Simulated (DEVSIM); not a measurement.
System: illuminated Si n-on-p cell, one wavelength, with a back-surface field, at 350 K.

```
layer (left to right)  material  thickness (μm)  Nd (cm⁻³)  Na (cm⁻³)  τn (s)  τp (s)  absorption coefficient (cm⁻¹)
---------------------  --------  --------------  ---------  ---------  ------  ------  -----------------------------
1                            Si          0.0830     2.8e18          -    1e-8  2.9e-9                           9400
2                            Si             180          -     7.9e15    1e-7    1e-7                           9400
3                            Si           0.840          -     3.5e18    1e-7    1e-7                           9400
```

Left contact: ohmic, minority hole recombination velocity 4e6 cm/s. Right contact: ohmic, minority electron recombination velocity 7000 cm/s. Voltage is applied to the left contact. Recombination: SRH at mid-gap, radiative, Auger. Light enters at the left, 2.8e16 photons cm⁻² s⁻¹, one pass, no reflection. Mobility is constant in doping.

The device is made up for the run: typed textbook-type constants, with dimensions and the other settings drawn at random. Values at 300 K; Nc and Nv go as T^1.5, mobilities as T to minus their exponent, the gap by Varshni's rule with the affinity fixed.

| parameter | Si |
|---|---|
| gap (eV) | 1.124 |
| affinity (eV) | 4.05 |
| permittivity | 11.7 |
| Nc (cm⁻³) | 2.86e19 |
| Nv (cm⁻³) | 3.1e19 |
| μn (cm²/Vs) | 1417 |
| μp (cm²/Vs) | 470 |
| T exponent of μn | 2.3 |
| T exponent of μp | 2.2 |
| B (cm³/s) | 4.7e-15 |
| Cn (cm⁶/s) | 2.8e-31 |
| Cp (cm⁶/s) | 9.9e-32 |
| Varshni α (eV/K) | 0.000473 |
| Varshni β (K) | 636 |

DEVSIM, 1D drift-diffusion, Boltzmann statistics, complete ionisation; no tunnelling, impact ionisation, image-force lowering or self-heating.

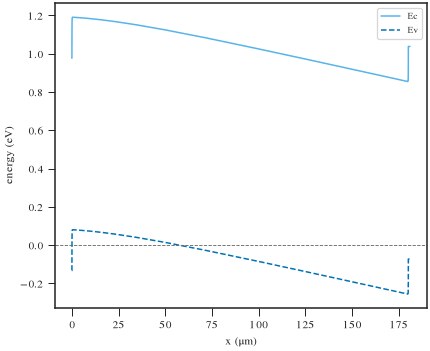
*Band edges at -0.9 V on the left contact, in the dark*

Energies count from the Fermi level of the right contact; mesh points crowd at the junctions.

```tsv
x (μm)	Ec (eV)	Ev (eV)	n (cm⁻³)	p (cm⁻³)	field (V/cm)
0.000	0.977	-0.134	2.8e18	2.0e12	≈ 0
0.03370	0.977	-0.134	2.8e18	4.7e12	≈ 0
0.07240	0.978	-0.133	2.7e18	7.9e12	3000
0.1070	1.108	-0.003	3.7e16	6.4e14	21000
0.2594	1.189	0.078	2.5e15	9.5e15	510
0.6623	1.191	0.080	2.3e15	1.0e16	≈ 0
1.875	1.190	0.079	2.1e15	1.0e16	≈ 0
7.950	1.185	0.075	1.6e15	9.5e15	≈ 0
23.81	1.167	0.056	7.9e14	8.7e15	-14
71.55	1.083	-0.027	1.4e14	8.0e15	-20
141.9	0.936	-0.175	1.4e13	7.9e15	-21
170.9	0.874	-0.237	1.0e13	7.9e15	-22
177.1	0.861	-0.250	1.4e13	7.9e15	-22
179.1	0.856	-0.255	1.6e13	7.9e15	-22
179.9	0.856	-0.255	1.6e13	8.2e15	190
180.0	0.882	-0.229	6.7e12	2.0e16	6600
180.1	0.995	-0.116	1.6e11	8.5e17	87000
180.1	1.038	-0.073	3.8e10	3.5e18	≈ 0
180.3	1.038	-0.073	3.8e10	3.5e18	≈ 0
180.7	1.038	-0.073	3.7e10	3.5e18	≈ 0
180.8	1.038	-0.073	3.7e10	3.5e18	≈ 0
180.9	1.038	-0.073	3.7e10	3.5e18	≈ 0
```
